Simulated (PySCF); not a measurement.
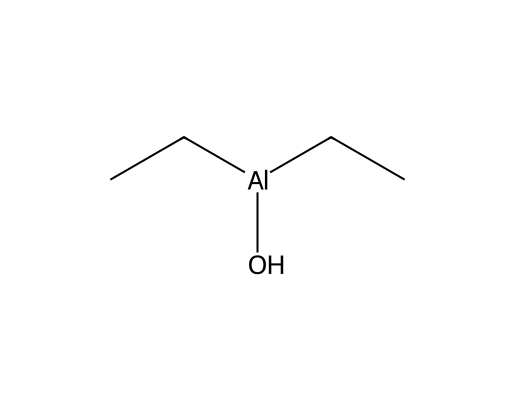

A structural formula.

Write the SMILES.

C[CH2][Al]([OH])[CH2]C

Give the formula, hydrogens included.

C4H11AlO.

The parts below concern this one geometry. Atoms keep their numbers from picture to picture. The geometry was computed by an optimisation with PBE0-D3(BJ)/def2-SVP. No frequency run is at hand to confirm it as a minimum.

Excitation

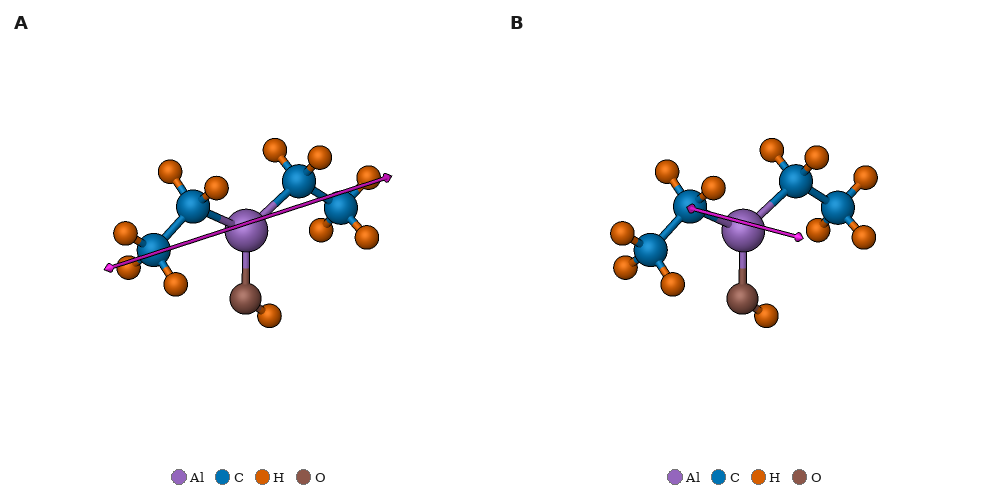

The double arrows show the directions of two transition dipoles from the ground state (lengths mean nothing). No frequency run is at hand to confirm it as a minimum. Properties computed with TDDFT CAM-B3LYP/def2-SVPD, vertical, gas phase, core orbitals frozen in the response (PySCF 2.14.0).

One belongs to singlet state 2 and one to singlet state 6. Which is which?

A: state 2, 5.97 eV (208 nm), oscillator strength 0.058, mainly HOMO → LUMO (weight 0.93).
B: state 6, 7.57 eV (164 nm), oscillator strength 0.055, mainly HOMO−2 → LUMO (weight 0.74).

Quadrupole coupling

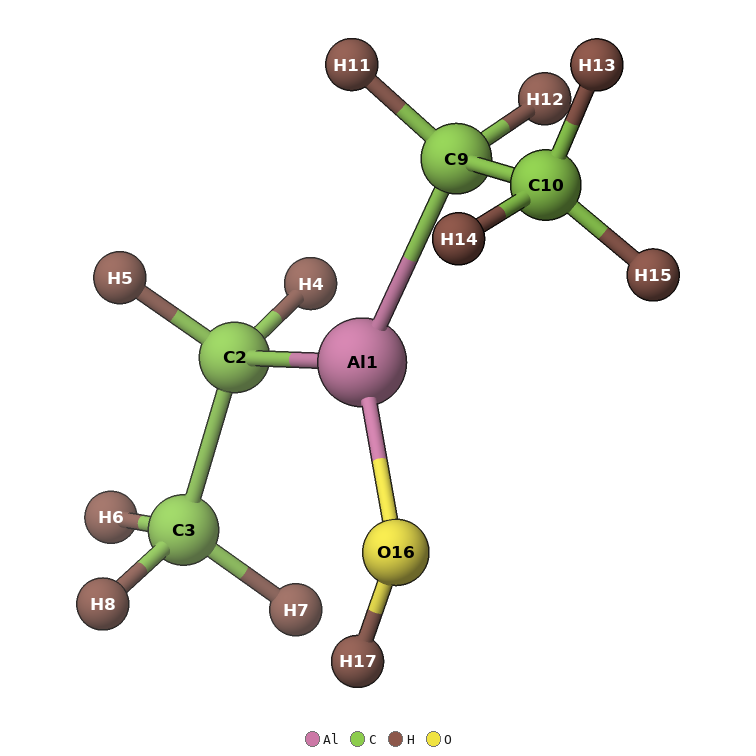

No frequency run is at hand to confirm it as a minimum. Electric field gradients from the ground-state density, PBE0/pcSseg-1 (pcSseg-2 on Al) (PySCF 2.14.0), non-relativistic apart from any core potentials.

Give the largest field-gradient component, the quadrupole coupling constant and the asymmetry for 27Al at Al1 (Q = 146.6 mb), 17O at O16 (Q = −25.6 mb), 2H at H4 (Q = 2.86 mb), 2H at H5 (Q = 2.86 mb), 2H at H6 (Q = 2.86 mb), 2H at H7 (Q = 2.86 mb).

| atom | V_zz (a.u.) | e²qQ/h (MHz) | η |
| --- | --- | --- | --- |
| Al1 | 1.265 | 43.6 | 0.32 |
| O16 | 1.445 | −8.69 | 0.03 |
| H4 | 0.291 | 0.195 | 0.06 |
| H5 | 0.290 | 0.195 | 0.06 |
| H6 | 0.290 | 0.195 | 0.02 |
| H7 | 0.290 | 0.195 | 0.02 |

Charges

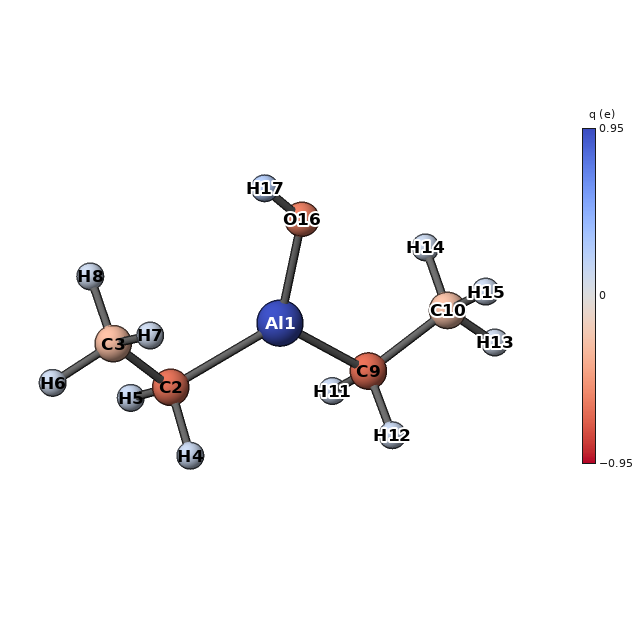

Atoms are coloured by their Mulliken charges. No frequency run is at hand to confirm it as a minimum. Method: PBE0/pcSseg-1 (pcSseg-2 on Al), gas phase (PySCF 2.14.0).

List the Mulliken charges.

```tsv
atom	value (e)
Al1	0.92
C2	−0.64
C3	−0.29
H4	0.14
H5	0.14
H6	0.12
H7	0.12
H8	0.11
C9	−0.65
C10	−0.27
H11	0.14
H12	0.14
H13	0.11
H14	0.12
H15	0.12
O16	−0.58
H17	0.25
```

Mulliken values depend strongly on the basis set and can even reverse the polarity of a bond.
